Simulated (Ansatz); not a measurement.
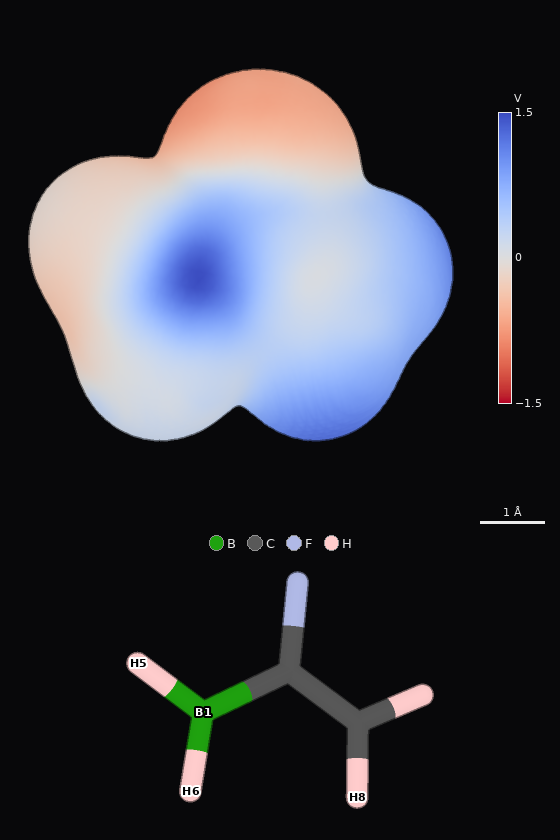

Figure 1: C2H4BF (SMILES BC(=C)F). The electrostatic potential painted on the density surface at 0.002 e/bohr³, seen at a tilt; the colour scale runs from red (negative) to blue (positive). The bare structure is drawn below in the same view.

These are results of Ansatz 0.2.0, SCF PBE, Gaussian basis, not measurements.

```xyz
8

B    -0.3227    1.1357   -0.4020
C    -0.1563   -0.3717   -0.3325
C     0.4577   -0.9223    0.6845
F    -0.5549   -1.1456   -1.3346
H    -0.9415    1.6388   -1.3541
H     0.0313    1.9084    0.4384
H     0.6572   -1.9972    0.7387
H     0.9213   -0.3032    1.5058
```

### Where is the surface potential most negative and most positive?

The most negative region (about −0.8 V) lies over F4, the most positive (about +1.4 V) over B1.
